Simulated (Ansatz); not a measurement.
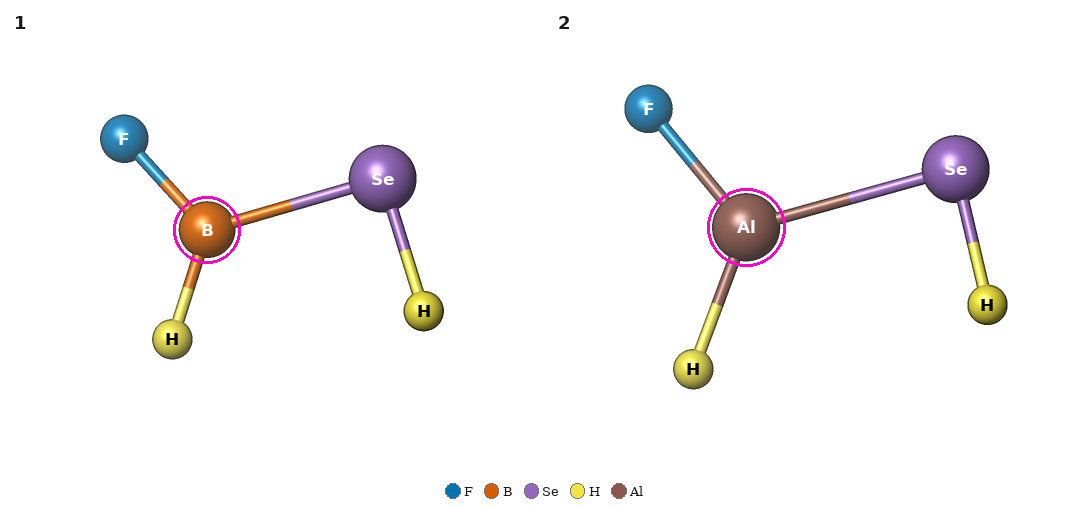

2 molecules with one skeleton, seen from the same side and at one scale; the atom that differs is circled. Each species is neutral and a spin singlet. Computed geometries: PBE0-D4/def2-TZVP optimisations, one conformation each. Properties computed with Ansatz 0.2.0.

One atom differs, called X below: B in panel 1, Al in panel 2. Their formulas are BFH2Se (`FB[SeH]`), AlFH2Se (`[F][AlH][SeH]`).

In which is the HOMO–LUMO gap larger (PBE0-D4/def2-SVP)?

Answer. In panel 1 (X = B).

In which is the length of X–F larger (PBE0-D4/def2-TZVP)?

Answer. In panel 2 (X = Al).

Give the values. With PBE0-D4/def2-TZVP: length of X–F (Å), length of X–H (Å), length of X–Se (Å), angle Se–X–H (°), dipole moment (D), harmonic zero-point energy (kJ/mol). With PBE0-D4/def2-SVP: HOMO energy (Kohn–Sham orbital) (eV), HOMO–LUMO gap (eV). With r2SCAN-D4/def2-TZVPP: vertical ionisation energy (eV).

```json
{"quantity": "length of X–F (Å)", "1 (B)": "1.320", "2 (Al)": "1.647", "2 − 1": "+0.327"}
{"quantity": "length of X–H (Å)", "1 (B)": "1.193", "2 (Al)": "1.570", "2 − 1": "+0.377"}
{"quantity": "length of X–Se (Å)", "1 (B)": "1.934", "2 (Al)": "2.302", "2 − 1": "+0.368"}
{"quantity": "angle Se–X–H (°)", "1 (B)": "122.2", "2 (Al)": "124.5", "2 − 1": "+2.3"}
{"quantity": "HOMO energy (Kohn–Sham orbital) (eV)", "1 (B)": "−7.68", "2 (Al)": "−7.54", "2 − 1": "+0.14"}
{"quantity": "HOMO–LUMO gap (eV)", "1 (B)": "7.02", "2 (Al)": "6.61", "2 − 1": "−0.41"}
{"quantity": "dipole moment (D)", "1 (B)": "1.32", "2 (Al)": "1.71", "2 − 1": "+0.39"}
{"quantity": "harmonic zero-point energy (kJ/mol)", "1 (B)": "62.2", "2 (Al)": "46.4", "2 − 1": "−15.8"}
{"quantity": "vertical ionisation energy (eV)", "1 (B)": "10.23", "2 (Al)": "10.00", "2 − 1": "−0.23"}
```
